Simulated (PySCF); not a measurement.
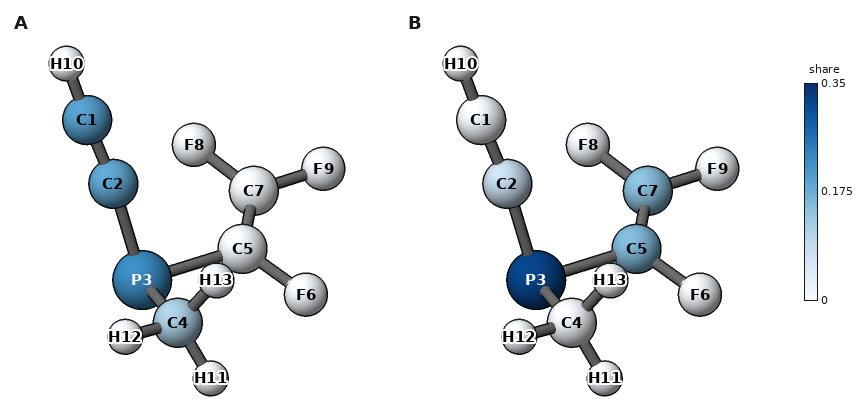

Each panel colours the atoms by their Löwdin share in one orbital (up to four of the largest shares; other atoms are shown as zero). Computed geometry: GFN2-xTB optimisation. No frequency run is at hand to confirm it as a minimum. Computed with PBE0/def2-SVPD (PySCF 2.14.0).

**The panels show the HOMO, LUMO, in some order. Which is which?**

A: LUMO, −0.55 eV; P3 0.23, C1 0.20, C2 0.18, C4 0.12
B: HOMO, −7.03 eV; P3 0.32, C5 0.15, C7 0.15, C2 0.08

The geometry is semi-empirical. Around P such bond lengths and angles can be off by a tenth of an ångström or more and by several degrees, and values that hang on the shape move with them.
